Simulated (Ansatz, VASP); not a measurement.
## SmTa in two plane-wave programs

One calculation is typed for both programs; each brings its own data sets and cutoff. How far apart do they land? The cell is invented: As first built, before any earlier steps moved the atoms: it takes the YZr structure with all of its atoms replaced by other elements, volume scaled by an estimate. It may not be a known or stable phase. The cell comes out of the VASP series on this material, whose earlier steps may have relaxed, scaled or displaced it; both programs get it as it stands.

Main program and level: Ansatz 0.2.0; plane waves, with VASP 6.6.1 beside it; relaxation of cell and atoms at PBE with D4.

In doubt: a part-filled 4f shell, where there is one, can sit in one of many states, so energies may not be the lowest and differences between runs may mislead; derivatives with an open 4f shell can jump between states, which bears on forces and vibrations.

### Step 1. The structure

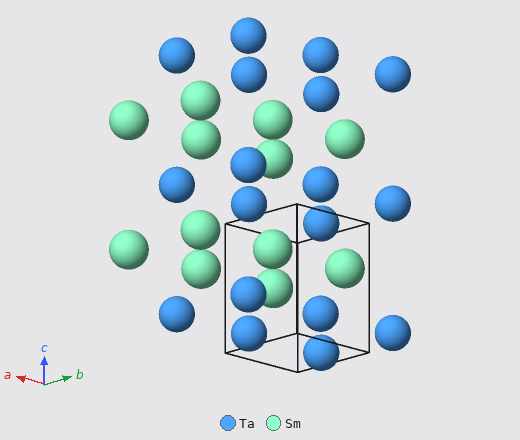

The starting structure, seen from a free direction (tantalum blue, samarium green). 3×2×2 cells are drawn. Some periodic images of atoms are drawn too.

### Step 2. Ansatz: relaxation of cell and atoms, PBE with D4

Ansatz runs on its default PAW (the set named soft_2) files.

The relaxed volume is the usual yardstick between codes: its relative difference is about their pressure difference at one cell divided by the bulk modulus.

input.yaml reads:

```yaml
crystal:
  lattice:
    - [3.0740551692, 0.0, 0.0]
    - [-1.5370275846, 2.662210201, 0.0]
    - [0.0, 0.0, 5.4277549609]
  atoms:
    - { symbol: Ta, position: [0.33333333, 0.66666667, 0.0] }
    - { symbol: Sm, position: [0.66666667, 0.33333333, 0.5], spin: 5.0 }
hamiltonian:
  xc: pbe
  pseudopotentials: { kind: paw }
  dispersion: d4
magnetization:
  spin_polarized: true
kpoints:
  mp_grid: { grid: [7, 7, 4] }
scf:
  occupations: { method: methfessel_paxton, width: 0.2 }
relax:
  f_tol: 0.01
  max_steps: 60
  cell: { stress_tol: 0.05 }
output:
  forces: true
  stress: true
```

The run is started by

```sh
> ansatz run input.yaml --threads 4 --pin off --max-ram 9216MiB --backend cpu --events-out ev --progress --plain --runs-dir out
```

Numbers of over 12 decimals in the logs are rounded to 6 here.

Output:

```text
Warning: where an SCF of this run starts from atoms to list the orders of its open shells, Sm (site 1, from 0) starts with 5.22 μB on its 4f shell, in the place of the 5.00 μB that the deck gives it: an open f shell starts with all that it can hold by Hund's first rule. To start from spheres of the given moment, type scf.initial_density.shell_occupations: []
band count auto-derived: 22 (N_el = 29.0; filled up to band 15; 21 by the electrons, moments and atoms)
Engine: ansatz 0.2.0, aarch64-unknown-linux-gnu
Pseudopotentials: kind: paw
Pseudopotential: Ta, paw, valence charge 13, recommended cutoff 420 eV (normal), Ta.paw.azcp
Pseudopotential: Sm, paw, valence charge 16, recommended cutoff 420 eV (normal), Sm.paw.azcp
Functional definition: PBE
  parameter kappa = 0.804
  parameter beta = 0.066725
  exchange = pbe_x(kappa = kappa, mu = beta*pi^2/3)
  correlation = pbe_c(beta = beta)
Crystal: 2 atoms, lattice volume = 44.420 Å³
Basis set: ecut = 420 eV, 859 PW (Γ), exchange–correlation on 48×48×80 points (8 copies of the dense FFT grid, shifted against one another)
Bands: 22, of which v1, the nominal top of the filled ones, is band 15 counted from 1 (14 counted from 0)
Symmetry: 12 space group operations
Space group: P-6m2 (ITA 187), of the structure as read, at distance tolerance 3.5e-5 Å
Magnetic group: BNS 187.209 (UNI 1439), of the structure as read, at distance tolerance 3.5e-5 Å
k-points: 24 of 196 (time reversal used)
Non-local potential: Ta, projectors of the file, l = 0: 3, l = 1: 2, l = 2: 2, l = 3: 1
Non-local potential: Sm, projectors of the file, l = 0: 3, l = 1: 2, l = 2: 2, l = 3: 3
PAW form: soft (Blöchl's): semilocal exchange-correlation on the pseudo side does not see the compensation charge
PAW one-centre angular grid: Ta, 590 points (default); XC on 64 Gauss nodes
PAW one-centre angular grid: Sm, 590 points (default); XC on 64 Gauss nodes
Initial density: superposition of atomic densities (chi_scale 0.1, normalization cell)
Starting moments: Σ|m| = 5 μB on 1 of 2 sites
Initial wavefunctions: pseudopotential atomic-orbital guess
Functional: x = pbe(κ = 0.804, μ = 0.219515), c = pbe(β = 0.066725)
SCF iter   1: F=—  HF=-18176.615217 eV  |F-HF|=—  |Δ(HF+E_count)|=         —  Δρ=3.40e-2 (↑3.40e-2 ↓2.76e-2)  dr2=6.45e0  dr2_m=2.92e-2  M=5.481 μB ∫|m|=5.591 μB  β_m=0.30  ethr=3.10e-3  ⟨swp⟩=5.0  Hψ=4054  notcnv=0
Mixer restart at iter 1: flushing history
preconditioner: auto → Kerker (q_TF=auto, 2.541 Å⁻¹)  [metal: Δε(μ)=0.003 eV  Ē_g=9.262 eV  σ=0.200 eV  W_gap=0.01  n_scr=10 (ndim 8)  ℏωp=24.3 eV  f_vac=0.000  D(μ)=8.36/eV (n_scr^D=136)]
spin=Collinear: Kerker preconditioning applied to the charge; magnetization (m = ρ↑ − ρ↓) channel mixes plain (no charge-response kernel on spin).
SCF iter   2: F=—  HF=-18176.142234 eV  |F-HF|=—  |Δ(HF+E_count)|=   4.73e-1  Δρ=2.12e-2 (↑2.12e-2 ↓1.61e-2)  dr2=1.83e0  dr2_m=1.98e-2  M=5.508 μB ∫|m|=5.677 μB  β_m=0.49  ethr=3.10e-3  ⟨swp⟩=2.0  Hψ=1693  notcnv=0  defer=47
SCF iter   3: F=—  HF=-18176.076913 eV  |F-HF|=—  |Δ(HF+E_count)|=   6.53e-2  Δρ=9.36e-3 (↑9.36e-3 ↓7.15e-3)  dr2=2.95e-2  dr2_m=1.69e-2  M=5.573 μB ∫|m|=5.914 μB  β_m=0.73  ethr=3.10e-3  ⟨swp⟩=2.3  Hψ=1633  notcnv=0  defer=47
SCF iter   4: F=—  HF=-18176.159574 eV  |F-HF|=—  |Δ(HF+E_count)|=   8.27e-2  Δρ=5.77e-3 (↑5.77e-3 ↓3.56e-3)  dr2=9.26e-3  dr2_m=5.80e-3  M=5.603 μB ∫|m|=6.030 μB  β_m=0.87  ethr=1.02e-4  ⟨swp⟩=2.5  Hψ=2195  notcnv=0  defer=45
SCF iter   5: F=—  HF=-18176.215617 eV  |F-HF|=—  |Δ(HF+E_count)|=   5.60e-2  Δρ=6.22e-3 (↑6.22e-3 ↓1.07e-3)  dr2=2.14e-2  dr2_m=4.11e-3  M=5.636 μB ∫|m|=6.178 μB  β_m=0.93  ethr=3.19e-5  ⟨swp⟩=2.0  Hψ=1785  notcnv=0  defer=46
SCF iter   6: F=—  HF=-18176.243067 eV  |F-HF|=—  |Δ(HF+E_count)|=   2.74e-2  Δρ=1.72e-3 (↑1.72e-3 ↓1.44e-3)  dr2=3.57e-3  dr2_m=4.31e-4  M=5.632 μB ∫|m|=6.264 μB  β_m=0.97  ethr=3.19e-5  ⟨swp⟩=2.3  Hψ=2033  notcnv=0  defer=51
SCF iter   7: F=—  HF=-18176.243597 eV  |F-HF|=—  |Δ(HF+E_count)|=   5.31e-4  Δρ=1.07e-3 (↑1.07e-3 ↓5.26e-4)  dr2=5.02e-4  dr2_m=1.68e-4  M=5.628 μB ∫|m|=6.275 μB  β_m=0.98  ethr=1.23e-5  ⟨swp⟩=2.4  Hψ=1823  notcnv=0  defer=51
SCF iter   8: F=—  HF=-18176.244771 eV  |F-HF|=—  |Δ(HF+E_count)|=   1.17e-3  Δρ=1.37e-4 (↑1.37e-4 ↓9.69e-5)  dr2=8.97e-6  dr2_m=3.01e-6  M=5.627 μB ∫|m|=6.304 μB  β_m=0.99  ethr=1.73e-6  ⟨swp⟩=2.1  Hψ=1938  notcnv=0  defer=51
SCF iter   9: F=—  HF=-18176.176624 eV  |F-HF|=—  |Δ(HF+E_count)|=         —  Δρ=1.53e-3 (↑1.53e-3 ↓5.45e-4)  dr2=1.08e-3  dr2_m=3.18e-4  M=5.595 μB ∫|m|=6.326 μB  β_m=0.99  ethr=3.09e-8  ⟨swp⟩=2.2  Hψ=1783  notcnv=0  defer=51
Mixer restart at iter 9: flushing history
iteration 9: the input's own smearing fills from here on; a Gaussian of 0.2 eV has filled iterations ahead of it
SCF iter  10: F=—  HF=-18176.181955 eV  |F-HF|=—  |Δ(HF+E_count)|=   5.33e-3  S|Δr|=    0.00e0  Δρ=1.60e-2 (↑1.60e-2 ↓2.10e-3)  dr2=1.56e-1  dr2_m=2.63e-2  M=5.468 μB ∫|m|=6.235 μB  β_m=0.19  ethr=3.09e-8  ⟨swp⟩=3.0  Hψ=2515  notcnv=0  defer=51  recentre
[...]
SCF iter  14: F=—  HF=-18176.177733 eV  |F-HF|=—  |Δ(HF+E_count)|=   4.37e-4  S|Δr|=    0.00e0  Δρ=1.17e-3 (↑1.17e-3 ↓3.60e-4)  dr2=7.56e-4  dr2_m=1.67e-4  M=5.553 μB ∫|m|=6.326 μB  β_m=0.36  ethr=3.09e-8  ⟨swp⟩=2.8  Hψ=1916  notcnv=0  defer=53
SCF iter  15: F=—  HF=-18176.177769 eV  |F-HF|=—  |Δ(HF+E_count)|=   3.52e-5  S|Δr|=    0.00e0  Δρ=1.48e-4 (↑1.48e-4 ↓1.19e-4)  dr2=5.02e-6  dr2_m=6.02e-6  M=5.552 μB ∫|m|=6.337 μB  β_m=0.54  ethr=3.09e-8  ⟨swp⟩=2.1  Hψ=1795  notcnv=0  defer=53
SCF iter  16: F=—  HF=-18176.177781 eV  |F-HF|=—  |Δ(HF+E_count)|=   1.29e-5  S|Δr|=    0.00e0  Δρ=2.72e-4 (↑2.72e-4 ↓4.10e-5)  dr2=3.93e-5  dr2_m=8.40e-6  M=5.552 μB ∫|m|=6.341 μB  β_m=0.54  ethr=1.73e-8  ⟨swp⟩=2.1  Hψ=1386  notcnv=0  defer=53
SCF iter  17: F=—  HF=-18176.177785 eV  |F-HF|=—  |Δ(HF+E_count)|=   3.12e-6  S|Δr|=    0.00e0  Δρ=4.15e-5 (↑4.15e-5 ↓2.99e-5)  dr2=4.21e-7  dr2_m=4.21e-7  M=5.549 μB ∫|m|=6.342 μB  β_m=0.77  ethr=1.73e-8  ⟨swp⟩=2.0  Hψ=1312  notcnv=0  defer=53
SCF iter  18: F=—  HF=-18176.177786 eV  |F-HF|=—  |Δ(HF+E_count)|=   1.01e-6  S|Δr|=    0.00e0  Δρ=8.51e-5 (↑8.51e-5 ↓1.39e-5)  dr2=4.12e-6  dr2_m=7.50e-7  M=5.547 μB ∫|m|=6.342 μB  β_m=0.77  ethr=1.45e-9  ⟨swp⟩=2.0  Hψ=1651  notcnv=0  defer=53
SCF iter  19: F=—  HF=-18176.177786 eV  |F-HF|=—  |Δ(HF+E_count)|=   6.06e-8  S|Δr|=    0.00e0  Δρ=2.65e-5 (↑2.65e-5 ↓6.21e-6)  dr2=4.35e-7  dr2_m=7.39e-8  M=5.547 μB ∫|m|=6.343 μB  β_m=0.89  ethr=1.45e-9  ⟨swp⟩=1.6  Hψ=1137  notcnv=0  defer=53
SCF iter  20: F=-18176.177786 eV  HF=-18176.177786 eV  |F-HF|=2.14e-8  |Δ(HF+E_count)|=   4.12e-9  S|Δr|=    0.00e0  Δρ=5.69e-6 (↑5.69e-6 ↓1.08e-6)  dr2=1.93e-8  dr2_m=3.30e-9  M=5.547 μB ∫|m|=6.343 μB  ethr=3.45e-10  ⟨swp⟩=3.3  Hψ=3459  notcnv=0
SCF 1 converged in 20 iterations: F = -18176.177786 eV  dr2 = 1.93e-8
  greatest PAW one-centre occupation: 0.999 electrons in one spin orbital (limit 2), on the Ta atom at site 0 (counted from 0), in its partial waves of l = 0
relax step   1: F+E_penalty+E_count = -18176.17778554 eV  Δ(F+E_penalty+E_count) = +0.000e0 eV  max|allowed force component| = 2.313e-17 eV/Å  Δτ_max = 0.0000 Å  P = +0.082 GPa  Ω = 44.420 Å³  (20 SCF iters, dr2 threshold 1.00e-7 eV, accepted)
[...]
relax step   2: F+E_penalty+E_count = -18176.17790139 eV  Δ(F+E_penalty+E_count) = -1.159e-4 eV  max|allowed force component| = 3.238e-17 eV/Å  Δτ_max = 0.0000 Å  P = -0.033 GPa  Ω = 44.490 Å³  energy of the carried Pulay correction = -2.843e-5 eV  (9 SCF iters, dr2 threshold 9.79e-8 eV, accepted)
[...]
relax step   3: F+E_penalty+E_count = -18176.17791560 eV  Δ(F+E_penalty+E_count) = -1.421e-5 eV  max|allowed force component| = 2.313e-17 eV/Å  Δτ_max = 0.0000 Å  P = +0.076 GPa  Ω = 44.434 Å³  energy of the carried Pulay correction = -8.480e-6 eV  (9 SCF iters, dr2 threshold 1.51e-8 eV, rejected (line search))
[...]
relax step   4: F+E_penalty+E_count = -18176.17791326 eV  Δ(F+E_penalty+E_count) = -1.187e-5 eV  max|allowed force component| = 2.313e-17 eV/Å  Δτ_max = 0.0000 Å  P = -0.000 GPa  Ω = 44.474 Å³  energy of the carried Pulay correction = -2.299e-5 eV  (11 SCF iters, accepted)
[...]
relax step   5: F+E_penalty+E_count = -18176.17793082 eV  Δ(F+E_penalty+E_count) = -1.756e-5 eV  max|allowed force component| = 2.313e-17 eV/Å  Δτ_max = 0.0000 Å  P = +0.000 GPa  Ω = 44.474 Å³  stress off target by 6.97e-4 GPa  SCF on the basis re-selected at this cell (its energy is not comparable with the rows above)  (7 SCF iters)
basis re-selected at this cell: Δ(F+E_penalty+E_count) = -1.756e-5 eV, ΔP = +0.000 GPa vs the last step (what re-selecting the basis moved, of the pressure what is left beyond the Pulay correction that the steps carried, after the strain that the cell walked since its last selection, with what the two solves' SCF thresholds leave and, on support functions, any second-order correction that the steps lacked; it is no m [...]
SCF converged after 7 iterations
Stability not checked: this state was not tested for a lower state beside it, because cold or Methfessel-Paxton smearing, or corrected tetrahedra, fill the levels in a way that the test cannot read (fill_not_monotonic; see scf.lower_state_search)
Magnetization: 5.5377 μB (17.2689 up, 11.7311 down)
Absolute magnetization: 6.3440 μB (∫|ρ↑−ρ↓|, with the PAW one-centre terms)
Spin contamination: 0.3594 ħ² per cell (⟨S²⟩ above its minimum at these occupations)
Per-site moments (μB) at R_I (Å): [(-0.320599, 1.270369), (5.664816, 1.270369)]
Free energy (F): -18176.177931 eV
Harris-Foulkes:  -18176.177931 eV  (|F-HF|=7.28e-12)
Internal energy: -18176.169265 eV  (E = F + TS)
E sigma→0 (E₀):  -18176.175764 eV
Entropy (-TS):   -0.008666 eV (-4.333 meV/atom)
Fermi energy:    16.689062 eV
--- Per-component energies (eV) ---
  E_band       = -59.981703
  E_kinetic    = 708.062421
  E_local      = -1861.799395  (includes V_loc(G=0)·N_el)
  E_nonlocal   = 405.242512
  E_hartree    = 705.183430
  E_xc         = -397.785260
  E_vxc        = -400.728911  (∫ρ·V_xc dr)
  E_paw        = -14616.789707  (= ΣΔE_a)
  E_vpaw       = -321.125180  (= ΣTr[D̂ρ^β])
  E_aug_tail   = 0.000146  (compensation charges beyond the density's cutoff)
  E_ewald      = -3117.648851
  E_disp       = -0.634561  (pairwise vdW)
  E_smearing   = -0.008666  (= −TS)
  E_closure    = 0.000000  (closes the sum)
  Σ components = -18176.177931   (vs F -18176.177931, Δ=0.00e0)
--- Forces (eV/Å), atoms counted from 1 ---
  atom   1  Ta     0.00000000    -0.00000000     0.00000000
  atom   2  Sm     0.00000000     0.00000000     0.00000000
  max |Σ_I F_I| component: 2.78e-17 eV/Å
--- Stress (GPa, compression-positive) ---
        0.000354       0.000000       0.000000
        0.000000       0.000354       0.000000
        0.000000       0.000000      -0.000697
  P = ⅓ Tr σ = 0.0000 GPa (0.000 kbar)
--- Relaxed structure (4 steps of the walk, 3 accepted, 1 SCFs on fresh bases) ---
  F+E_penalty+E_count = -18176.17793082 eV   max|allowed force component| = 2.313e-17 eV/Å   (the final SCF, on the basis selected at the relaxed cell)
  cell:  # Å, volume = 44.4738 Å³
    - [3.079683, 0.0, 0.0]
    - [-1.539842, 2.667084, 0.0]
    - [0.0, 0.0, 5.414536]
  atoms:
    - { symbol: Ta, position: [0.333333, 0.666667, 0.0] }
    - { symbol: Sm, position: [0.666667, 0.333333, 0.5] }
```

The job ended after 10 s (4 threads of Arm Neoverse V1, shared host; peak memory 0.38 GiB; 36 s of CPU time).

(Continued in part 2 of 2.)

[Lines on the potential files, build, host, timing and source positions are cut from VASP's logs without a mark.]

[Logs are printed without paths, hosts, clocks, repeated set-up lines and the standing remarks that a program may print on its own settings, such as how far it seeks lower states.]

[Hosts, paths, dates, database ids (printed as entryN), source tags and the programs' standing remarks are cut or masked in the printed files.]
